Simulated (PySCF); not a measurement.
# C4H5FN2O: NMR shifts and electronic excitations in gas and solvents

Aim: compute the NMR shifts and electronic excitations of C4H5FN2O (`FCOc1ccn[nH]1`), and see what a dielectric continuum does where one was used.

Programs: PySCF 2.14.0, with density-fitted response routines of our own. Each step states its level of theory. These are calculated values for one molecule, in the gas phase or a continuum, unless marked as measured. Atoms count from 0, in the outputs and in this text.

## Step 1: Starting geometry

13 atoms, charge 0, multiplicity 1; geometry from: GFN2-xTB.

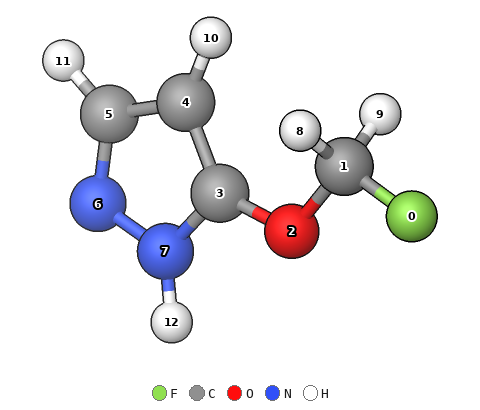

The starting geometry (fluorine green, carbon grey, oxygen red, nitrogen blue, hydrogen white), atoms numbered.

## Step 2: Geometry optimisation at PBE0-D3(BJ)/def2-SVP

Job settings and geometry (Å):

```
{"job": {"xc": "PBE0", "basis": "def2-SVP", "d3": "d3bj", "grid": 1, "kind": "geom"}, "charge": 0, "multiplicity": 1}
F     -3.225594     0.301953    -0.833134
C     -2.097524    -0.144129    -0.242733
O     -1.050120     0.627839    -0.737143
C      0.176647     0.315457    -0.248249
C      0.639801    -0.618330     0.652833
C      2.026589    -0.386954     0.694894
N      2.377228     0.594740    -0.104322
N      1.246610     1.018976    -0.675735
H     -2.217732    -0.020805     0.846337
H     -1.979385    -1.208338    -0.505546
H      0.085205    -1.353098     1.197656
H      2.762740    -0.902541     1.277468
H      1.251147     1.775717    -1.340053
```

The log of the run:

```text
step   0  E = -439.17032947  max force = 0.015813
step   1  E = -439.17036379  max force = 0.006884
step   2  E = -439.17139238  max force = 0.005471
step   3  E = -439.17145671  max force = 0.007894
step   4  E = -439.17166234  max force = 0.003207
step   5  E = -439.17173920  max force = 0.002153
step   6  E = -439.17179399  max force = 0.001119
step   7  E = -439.17180895  max force = 0.000687
step   8  E = -439.17183071  max force = 0.000456
step   9  E = -439.17186924  max force = 0.000630
step  10  E = -439.17189034  max force = 0.000716
step  11  E = -439.17190135  max force = 0.000435
optimisation converged
```

It took 3.5 min on 1 thread, shared host.

Along the way:

```tsv
step	energy from step 0 (eV)	largest force component (eV/Å)
0	0.0000	0.8131
1	-0.0009	0.3540
2	-0.0289	0.2813
3	-0.0307	0.4059
4	-0.0363	0.1649
5	-0.0384	0.1107
6	-0.0399	0.0575
7	-0.0403	0.0353
8	-0.0409	0.0234
9	-0.0419	0.0324
10	-0.0425	0.0368
11	-0.0428	0.0224
```

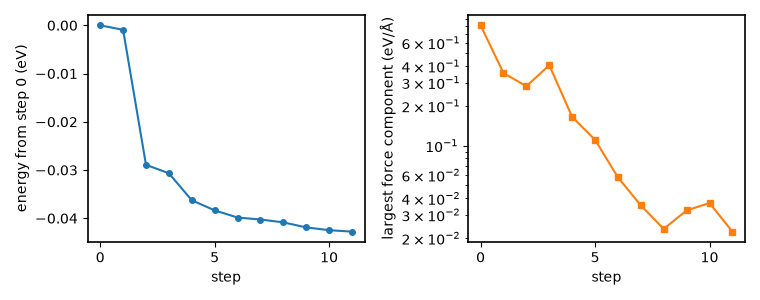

Energy and force, step by step.

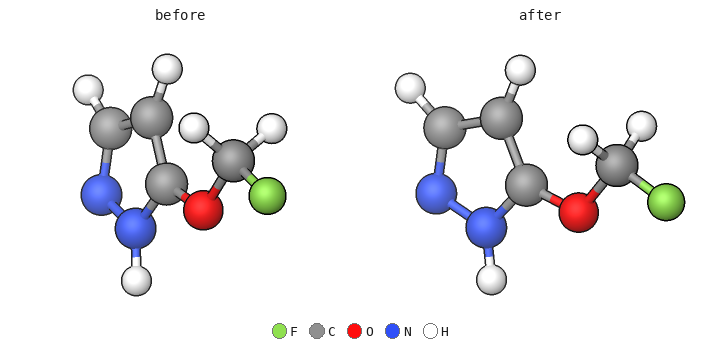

The geometry before (left) and after (right).

Distances of close pairs at the start and the end, largest changes first:

```tsv
bond	before (Å)	after (Å)	change (Å)
O2–C3	1.357	1.337	-0.020
C5–H11	1.071	1.090	+0.019
C4–H10	1.070	1.086	+0.017
C4–C5	1.407	1.418	+0.011
F0–C1	1.349	1.340	-0.009
C3–C4	1.378	1.385	+0.007
C5–N6	1.314	1.320	+0.007
N7–H12	1.007	1.012	+0.005
```

The next job starts from the end point, and lists it.

```tsv
at the end point	value
point group (found at 0.08 Å tolerance)	Cs
rotational constants (GHz, main isotopes)	7.851, 1.120, 0.987
dipole moment (D)	1.65
```

## Step 3: Nuclear shieldings: PBE0/pcSseg-1 in chloroform

Job settings and geometry (Å):

```
{"job": {"kind": "nmr", "xc": "PBE0", "basis": "pcSseg-1", "solvent": "chloroform", "pop": true}, "charge": 0, "multiplicity": 1}
F     -2.892768    -0.312715    -1.646356
C     -1.931590    -0.504607    -0.732359
O     -0.878725     0.346404    -1.067832
C      0.183457     0.296360    -0.256941
C      0.502909    -0.447284     0.866532
C      1.796877     0.021896     1.207105
N      2.227006     0.955941     0.379361
N      1.231888     1.110478    -0.501864
H     -2.317549    -0.253034     0.273793
H     -1.593766    -1.557895    -0.763539
H     -0.092296    -1.206702     1.365714
H      2.425164    -0.298531     2.037856
H      1.310325     1.774216    -1.261492
```

With the program's defaults for keys left out, this is: GIAO PBE0/pcSseg-1 NMR shielding, non-relativistic, IEF-PCM chloroform.

The log of the run:

```text
coarse grid: 11744 points
cycle   1  E = -439.3042788090  dE =  1.634e+00  |g| = 6.893e-01  |ddm| = 3.368e+00
cycle   2  E = -439.2405761073  dE =  6.370e-02  |g| = 9.286e-01  |ddm| = 1.048e+00
cycle   3  E = -439.3903385433  dE = -1.498e-01  |g| = 7.840e-02  |ddm| = 5.886e-01
cycle   4  E = -439.3912021278  dE = -8.636e-04  |g| = 4.273e-02  |ddm| = 7.441e-02
cycle   5  E = -439.3915732295  dE = -3.711e-04  |g| = 8.206e-03  |ddm| = 3.379e-02
cycle   6  E = -439.3915844450  dE = -1.122e-05  |g| = 3.386e-03  |ddm| = 8.544e-03
cycle   7  E = -439.3915867848  dE = -2.340e-06  |g| = 5.422e-04  |ddm| = 2.719e-03
final grid: 116488 points
cycle   8  E = -439.4510723062  dE = -3.178e-05  |g| = 1.114e-02  |ddm| = 2.830e-02
cycle   9  E = -439.4510449941  dE =  2.731e-05  |g| = 1.672e-02  |ddm| = 1.811e-02
cycle  10  E = -439.4510953029  dE = -5.031e-05  |g| = 1.444e-03  |ddm| = 1.144e-02
cycle  11  E = -439.4510957573  dE = -4.544e-07  |g| = 3.768e-04  |ddm| = 1.321e-03
cycle  12  E = -439.4510957804  dE = -2.308e-08  |g| = 1.476e-04  |ddm| = 3.478e-04
cycle  13  E = -439.4510957846  dE = -4.222e-09  |g| = 4.020e-05  |ddm| = 1.364e-04
cycle  14  E = -439.4510957849  dE = -2.892e-10  |g| = 1.560e-05  |ddm| = 3.257e-05
converged SCF energy = -439.4510957849

GIAO shielding tensors (ppm)
atom      isotropic    diamagn.    paramagn.     s11        s22        s33       span
  0 F      367.905     467.051     -99.146    283.182    356.296    464.237    181.054
  1 C       81.024     242.552    -161.529     60.087     73.681    109.303     49.215
  2 O      211.349     400.003    -188.654    132.804    224.398    276.845    144.041
  3 C       30.634     248.598    -217.963    -31.724     28.627     95.000    126.723
  4 C       97.936     257.348    -159.412     39.827     86.255    167.725    127.898
  5 C       41.204     249.606    -208.402    -46.483     39.224    130.871    177.354
  6 N      -39.628     323.803    -363.431   -264.674    -46.443    192.234    456.908
  7 N       62.772     326.978    -264.207    -16.481     82.206    122.590    139.071
  8 H       25.543      28.430      -2.887     21.298     26.757     28.574      7.276
  9 H       25.522      28.415      -2.893     21.196     26.814     28.555      7.359
 10 H       25.743      31.840      -6.097     22.466     26.421     28.341      5.875
 11 H       23.869      28.121      -4.252     21.295     24.430     25.881      4.586
 12 H       22.289      32.499     -10.211     16.383     23.583     26.901     10.518
```

It took 50 s on 1 thread, shared host.

Shifts follow as δ = σ(reference) − σ, with reference shieldings (ppm) from runs at the same level and on the same kind of geometry: 1H TMS 31.25, 13C TMS 185.2, 19F CFCl3 179.6, 15N NH3 267.8, 17O H2O 341.0. The references are single molecules in the same continuum, so shifts against H2O, NH3, PH3, H3PO4 or CFCl3 are not on the usual liquid scales and can be off by tens of ppm. Atoms listed in one row are averaged.

```tsv
atoms	environment	σ (ppm)	δ (ppm)
C3	aromatic carbon bearing oxygen	30.6	154.5
C5	aromatic CH next to a ring nitrogen	41.2	144.0
C1	sp3 CH2 bonded to F and O	81.0	104.1
C4	aromatic CH	97.9	87.2
H12	hydrogen on a pyrrole-type ring nitrogen	22.29	8.96
H11	hydrogen on an aromatic CH next to a ring nitrogen	23.87	7.38
H8, H9	hydrogen on an sp3 CH2 bonded to F and O	25.53	5.71
H10	hydrogen on an aromatic CH	25.74	5.50
F0	fluorine on an sp3 carbon	367.9	-188.3
O2	ether oxygen	211.3	129.6
N6	pyridine-type nitrogen of an azole	-39.6	307.4
N7	pyrrole-type ring nitrogen	62.8	205.0
```

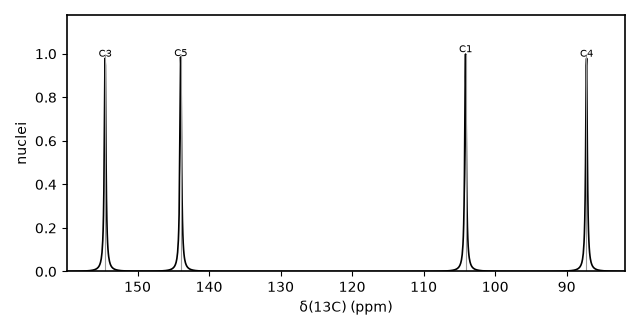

13C lines at the computed shifts, without couplings. Lines are broadened to a width of 0.27 ppm (Lorentzian).

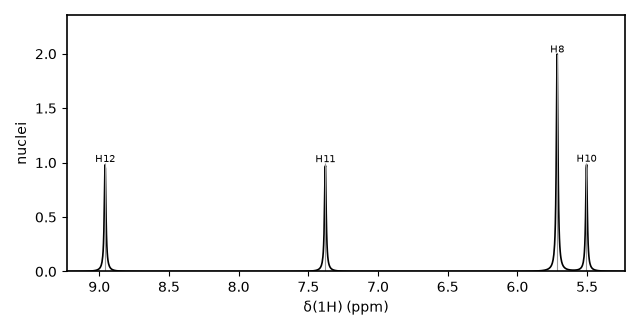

1H lines at the computed shifts, without couplings. Lines are broadened to a width of 0.01 ppm (Lorentzian).

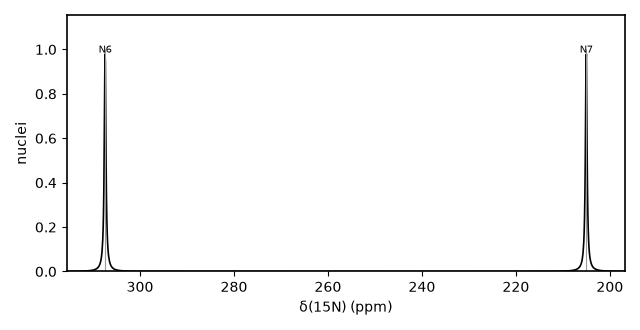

15N lines at the computed shifts, without couplings. Lines are broadened to a width of 0.41 ppm (Lorentzian).

Charges from the same density, by scheme (e):

```tsv
atoms	Mulliken	IAO	Hirshfeld	ESP fit
F0	-0.30	-0.30	-0.11	-0.24
C1	0.37	0.24	0.11	0.36
O2	-0.46	-0.33	-0.12	-0.37
C3	0.52	0.26	0.11	0.35
C4	-0.37	-0.33	-0.13	-0.54
C5	0.10	-0.07	-0.04	0.17
N6	-0.29	-0.28	-0.19	-0.56
N7	-0.29	-0.14	-0.03	0.01
```

Hirshfeld charges:

F0 -0.11; C1 0.11; O2 -0.12; C3 0.11; C4 -0.13; C5 -0.04; N6 -0.19; N7 -0.03; H8 0.06; H9 0.06; H10 0.06; H11 0.06; H12 0.17

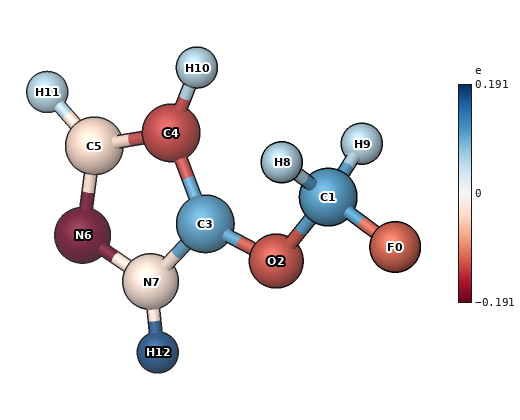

Hirshfeld charges, as colours on the atoms.

Mayer bond orders: F0–C1 0.97, C1–O2 0.90, O2–C3 1.05, C3–C4 1.42, C4–C5 1.31, C5–N6 1.58, N6–N7 1.16, N7–C3 1.13.

Ring of atoms C3, C4, C5, N6, N7: NICS(0) -14.2, NICS(1) -11.1, NICS(1)zz -28.6 ppm (means of both faces).

## Step 4: Ultraviolet spectrum: CAM-B3LYP/def2-SVPD

Settings changed since step 3:

```diff
@@ -1,2 +1,2 @@
-{"job": {"kind": "nmr", "xc": "PBE0", "basis": "pcSseg-1", "solvent": "chloroform", "pop": true}, "charge": 0, "multiplicity": 1}
+{"job": {"kind": "uv", "xc": "CAM-B3LYP", "basis": "def2-SVPD", "dynamic": true, "nstates": 6, "ntriplets": 0}, "charge": 0, "multiplicity": 1}
 F     -2.892768    -0.312715    -1.646356
```

Level: TDDFT CAM-B3LYP/def2-SVPD, vertical, gas phase, core orbitals frozen in the response.

The log of the run:

```text
coarse grid: 11744 points
cycle   1  E = -439.3045012040  dE =  1.770e+00  |g| = 7.389e-01  |ddm| = 6.435e+00
cycle   2  E = -439.2808240978  dE =  2.368e-02  |g| = 8.760e-01  |ddm| = 2.641e+00
cycle   3  E = -439.4155508174  dE = -1.347e-01  |g| = 7.336e-02  |ddm| = 1.420e+00
cycle   4  E = -439.4163643354  dE = -8.135e-04  |g| = 3.854e-02  |ddm| = 2.002e-01
cycle   5  E = -439.4166609860  dE = -2.967e-04  |g| = 1.074e-02  |ddm| = 1.187e-01
cycle   6  E = -439.4166843946  dE = -2.341e-05  |g| = 4.947e-03  |ddm| = 3.835e-02
cycle   7  E = -439.4166898296  dE = -5.435e-06  |g| = 8.324e-04  |ddm| = 1.166e-02
final grid: 116488 points
cycle   8  E = -439.4894097877  dE = -3.390e-05  |g| = 4.005e-03  |ddm| = 8.700e-02
cycle   9  E = -439.4894089210  dE =  8.667e-07  |g| = 4.801e-03  |ddm| = 1.659e-02
cycle  10  E = -439.4894132999  dE = -4.379e-06  |g| = 5.030e-04  |ddm| = 6.803e-03
cycle  11  E = -439.4894133510  dE = -5.115e-08  |g| = 2.506e-04  |ddm| = 1.605e-03
cycle  12  E = -439.4894133644  dE = -1.334e-08  |g| = 9.093e-05  |ddm| = 7.361e-04
cycle  13  E = -439.4894133661  dE = -1.721e-09  |g| = 1.899e-05  |ddm| = 2.780e-04
cycle  14  E = -439.4894133662  dE = -1.282e-10  |g| = 7.562e-06  |ddm| = 4.983e-05
converged SCF energy = -439.4894133662

Static polarisability (au): isotropic 64.273, principal 44.218 66.704 81.897

Singlet excitations
state   eV       nm        f      main configurations
  1   6.5324    189.8   0.01774   H->L 0.81, H->L+2 0.09
  2   6.6901    185.3   0.16707   H->L+1 0.89
  3   7.0598    175.6   0.00574   H->L+2 0.78
  4   7.1223    174.1   0.01923   H-1->L+1 0.58, H->L+7 0.22, H->L+5 0.14
  5   7.1564    173.2   0.00971   H-2->L+1 0.92
  6   7.2498    171.0   0.00310   H->L+3 0.65, H->L+4 0.28
```

Wall time 98 s (1 thread, shared host).

Frontier orbitals and where they lie:

```tsv
orbital	eV	atoms
HOMO−3	-11.40	O2 24 %, C1 20 %, F0 18 %
HOMO−2	-9.94	N6 64 %, C5 12 %, N7 10 %
HOMO−1	-9.11	N7 30 %, C4 25 %, C5 25 %
HOMO	-8.16	N6 27 %, C3 18 %, O2 17 %
LUMO	1.15	C1 31 %, H9 12 %, H8 12 %
LUMO+1	1.60	N6 25 %, C5 18 %, N7 17 %
LUMO+2	1.79	H12 29 %, O2 29 %, N7 10 %
```

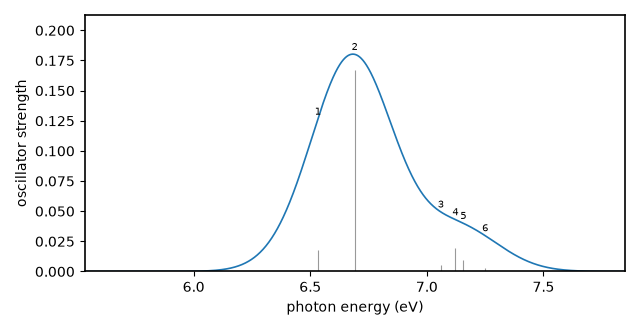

Absorption spectrum from the 6 singlet states computed; above the last one it falls off for lack of states. Lines are broadened to a width of 0.40 eV (Gaussian).

Further results of this job:

```tsv
property	computed
dipole moment (D)	1.77
polarisability (Å³)	9.52
HOMO–LUMO gap (eV)	9.32
−ε(HOMO) (eV)	8.16
C6 with itself (au)	1849
```

## Step 5: TDDFT and polarisability: CAM-B3LYP/def2-SVPD in chloroform

Settings changed since step 4:

```diff
@@ -1,2 +1,2 @@
-{"job": {"kind": "uv", "xc": "CAM-B3LYP", "basis": "def2-SVPD", "dynamic": true, "nstates": 6, "ntriplets": 0}, "charge": 0, "multiplicity": 1}
+{"job": {"kind": "uv", "xc": "CAM-B3LYP", "basis": "def2-SVPD", "solvent": "chloroform", "nstates": 6, "ntriplets": 0}, "charge": 0, "multiplicity": 1}
 F     -2.892768    -0.312715    -1.646356
```

Method: TDDFT CAM-B3LYP/def2-SVPD, vertical, IEF-PCM chloroform (non-equilibrium linear response), core orbitals frozen in the response.

The log of the run:

```text
coarse grid: 11744 points
cycle   1  E = -439.3212643381  dE =  1.754e+00  |g| = 7.221e-01  |ddm| = 6.443e+00
cycle   2  E = -439.3057309328  dE =  1.553e-02  |g| = 8.337e-01  |ddm| = 2.409e+00
cycle   3  E = -439.4262470055  dE = -1.205e-01  |g| = 6.632e-02  |ddm| = 1.229e+00
cycle   4  E = -439.4269449290  dE = -6.979e-04  |g| = 3.183e-02  |ddm| = 1.735e-01
cycle   5  E = -439.4271564188  dE = -2.115e-04  |g| = 7.813e-03  |ddm| = 7.961e-02
cycle   6  E = -439.4271693644  dE = -1.295e-05  |g| = 3.792e-03  |ddm| = 3.538e-02
cycle   7  E = -439.4271723600  dE = -2.996e-06  |g| = 6.105e-04  |ddm| = 9.369e-03
final grid: 116488 points
cycle   8  E = -439.4998279742  dE = -3.413e-05  |g| = 4.022e-03  |ddm| = 8.722e-02
cycle   9  E = -439.4998272163  dE =  7.579e-07  |g| = 4.758e-03  |ddm| = 1.770e-02
cycle  10  E = -439.4998314741  dE = -4.258e-06  |g| = 4.559e-04  |ddm| = 7.530e-03
cycle  11  E = -439.4998315168  dE = -4.275e-08  |g| = 2.224e-04  |ddm| = 1.432e-03
cycle  12  E = -439.4998315275  dE = -1.062e-08  |g| = 7.595e-05  |ddm| = 5.772e-04
cycle  13  E = -439.4998315286  dE = -1.164e-09  |g| = 1.710e-05  |ddm| = 2.423e-04
cycle  14  E = -439.4998315287  dE = -1.049e-10  |g| = 6.026e-06  |ddm| = 4.733e-05
converged SCF energy = -439.4998315287

Static polarisability (au): isotropic 78.422, principal 53.961 83.389 97.917

Singlet excitations
state   eV       nm        f      main configurations
  1   6.5939    188.0   0.22629   H->L+1 0.90
  2   6.6583    186.2   0.02036   H->L 0.78, H->L+3 0.10
  3   7.1066    174.5   0.03624   H-1->L+1 0.65, H->L+5 0.15, H->L+7 0.14
  4   7.2893    170.1   0.00486   H-2->L+1 0.86
  5   7.3500    168.7   0.01531   H->L+3 0.42, H->L+2 0.28, H-1->L 0.11
  6   7.4482    166.5   0.01608   H->L+2 0.45, H->L+3 0.20, H->L+4 0.09
```

Run time: 83 s. Hardware: 1 thread, shared host.

This run: HOMO -8.12 eV, LUMO 1.41 eV; lowest singlet 6.59 eV.

## Step 6: Side by side: electronic excitations

Excitations and ground-state properties, with basis size and wall time:

```tsv
run	lowest singlet (eV)	brightest (eV)	f	gap (eV)	α (Å³)	μ (D)	functions	time
CAM-B3LYP/def2-SVPD	6.53	6.69	0.167	9.32	9.52	1.77	206	98 s
CAM-B3LYP/def2-SVPD in chloroform	6.59	6.59	0.226	9.53	11.62	2.31	206	83 s
```

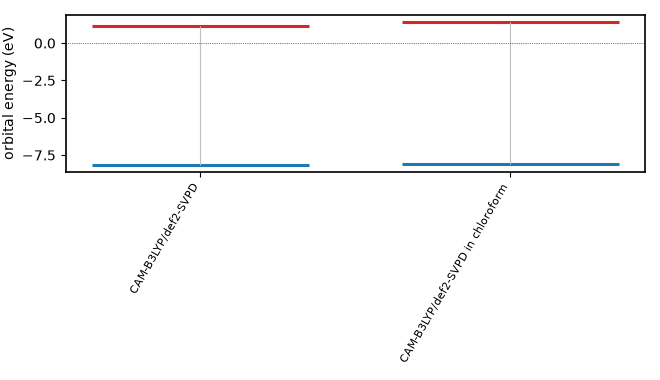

HOMO (blue) and LUMO (red) run by run.

## Step 7: Outcome

| quantity | value |
| --- | --- |
| point group | Cs |
| rotational constants (main isotopes) | 7.85, 1.12, 0.99 GHz |
| 13C shifts against TMS (PBE0/pcSseg-1, chloroform) | 154.5, 144.0, 104.1, 87.2 ppm |
| 1H shifts against TMS (PBE0/pcSseg-1, chloroform, means over atoms taken as alike) | 8.96, 7.38, 5.71, 5.50 ppm |
| 19F shifts against CFCl3 (PBE0/pcSseg-1, chloroform) | -188.3 ppm |
| 17O shifts against H2O (PBE0/pcSseg-1, chloroform) | 129.6 ppm |
| 15N shifts against NH3 (PBE0/pcSseg-1, chloroform) | 307.4, 205.0 ppm |
| lowest singlet (CAM-B3LYP/def2-SVPD) | 6.53 eV (190 nm), f = 0.018 |
| brightest single state of those computed | state 2, 6.69 eV, f = 0.167 |
| range of the lowest singlet | 6.53 to 6.59 eV |

In words: Relaxing lowered the energy by 0.043 eV in 11 steps; the close pair that moved most is O2–C3, from 1.357 to 1.337 Å. At PBE0/pcSseg-1: Shielding is most anisotropic at N6 (span 457 ppm, paramagnetic term -363 ppm). NICS(1)zz of -29 ppm above the planar ring from C3 marks a diatropic (aromatic) ring current. The lowest singlet, at 6.53 eV, is HOMO→LUMO 0.81, HOMO→LUMO+2 0.09 and is weak; of the 6 states computed, the strongest absorption comes from state 2 at 6.69 eV. The lowest singlet runs from 6.53 eV (CAM-B3LYP/def2-SVPD) to 6.59 eV (CAM-B3LYP/def2-SVPD in chloroform), while the orbital gap spans 9.32 to 9.53 eV. The lowest state need not be the same one in every run.
